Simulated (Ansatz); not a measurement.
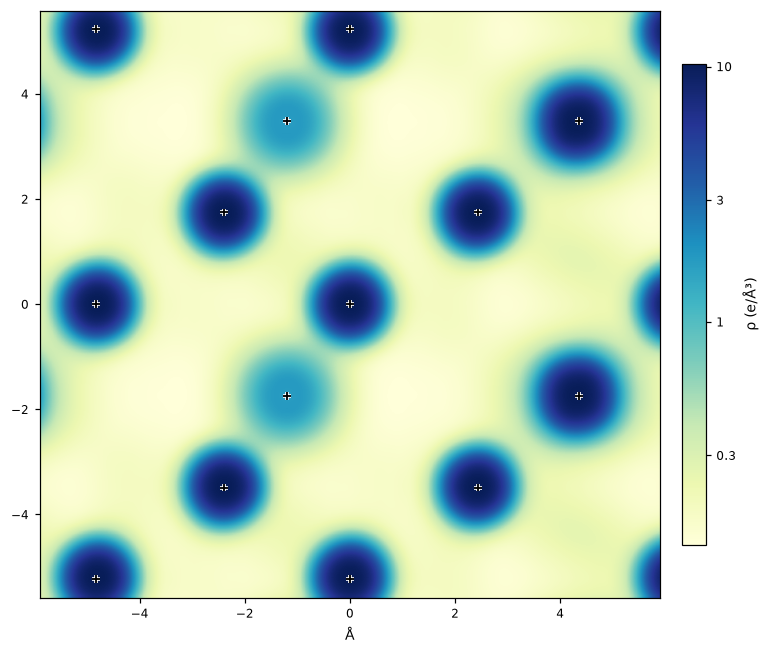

The valence electron density on a plane through atoms (crosses mark nuclei in the plane).

All numbers below come from Ansatz, DFT PBE, scalar-relativistic, plane waves, PAW.

Candidates:
A. Hf$_{2}$SiO$_{4}$, a = 3.20 Å, b = 3.20 Å, c = 15.47 Å, α = 90.00°, β = 90.00°, γ = 120.00°. Space group P-3m1; a generated structure, not necessarily the stable one; changed on purpose from its base cell (volume × 0.94, shape and atoms relaxed).
B. LiZr$_{4}$N, a = 3.18 Å, b = 3.18 Å, c = 13.15 Å, α = 90.00°, β = 90.00°, γ = 120.00°. Space group P-3m1; a generated structure, not necessarily the stable one; changed on purpose from its base cell (volume × 0.97, shape and atoms relaxed).
C. Ti$_{4}$RuC, a = 3.02 Å, b = 3.02 Å, c = 11.10 Å, α = 90.00°, β = 90.00°, γ = 120.00°. Space group P-3m1; a generated structure, not necessarily the stable one; computed without spin polarisation.

Question: Which system is this?

Answer: Candidate C: Ti$_{4}$RuC on the (110) plane of the conventional cell, which holds Ti, Ru and C. Ti–C (2.12 Å): ρ is about 0.56 e/Å³ halfway. Ti–Ru (2.59 Å): the density is about 0.38 e/Å³ at the midpoint.
